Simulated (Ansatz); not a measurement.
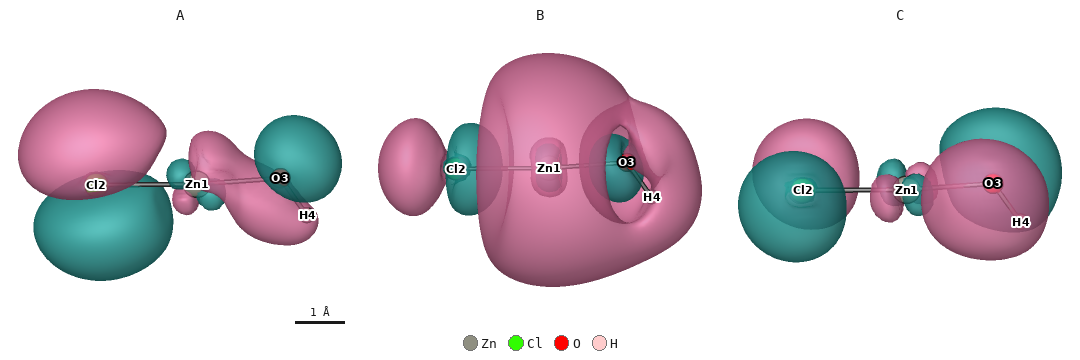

Figure. ClHOZn. Three frontier orbitals at ±0.06 Å⁻³ᐟ² (teal and pink are the two phases), in no order.

Level of theory: RKS PBE0-D4/def2-SVP (Ansatz 0.2.0).

The calculation's input:

```
crystal:
  periodic: [false, false, false]
  atoms:
    - { symbol: Zn, position_ang: [0.0, 0.0, 0.0] }
    - { symbol: Cl, position_ang: [0.0, 0.0, 2.24] }
    - { symbol: O, position_ang: [0.0, 0.0, -1.79] }
    - { symbol: H, position_ang: [0.2547, -0.9174, -2.1271] }
basis:
  gaussian: { orbitals: def2-SVP }
hamiltonian:
  xc: pbe0
  dispersion: d4
relax:
  f_tol: 0.02
  max_steps: 40
output:
  orbitals: {}
```

Run with:

```sh
ansatz run input.yaml --threads 1 --pin off --max-ram 2048MiB --backend cpu --events-out ev --progress --plain --runs-dir out
```

The fields are those of the run's last geometry, not of the input's.

Which picture is the HOMO−1, the HOMO and the LUMO?

Answer. A is the HOMO−1 (−8.57 eV). It lies mainly on Cl2 (about 75 %), O3 (about 15 %) and Zn1 (about 10 %); it is symmetric in the molecular plane (an in-plane orbital: σ, lone-pair or in-plane π type); largely a lone pair of Cl2. C is the HOMO (−8.07 eV). Its weight (Hirshfeld) is mainly on O3 (about 70 %), Cl2 (about 20 %) and Zn1 (about 10 %); it changes sign across the molecular plane (π type); π-antibonding (a node) across Zn1–Cl2. B is the LUMO (−1.08 eV). It lies mainly on Zn1 (about 60 %), Cl2 (about 20 %), O3 (about 15 %) and H4 (about 5 %).

What is the HOMO–LUMO gap?

Answer. 6.99 eV between the orbital energies.
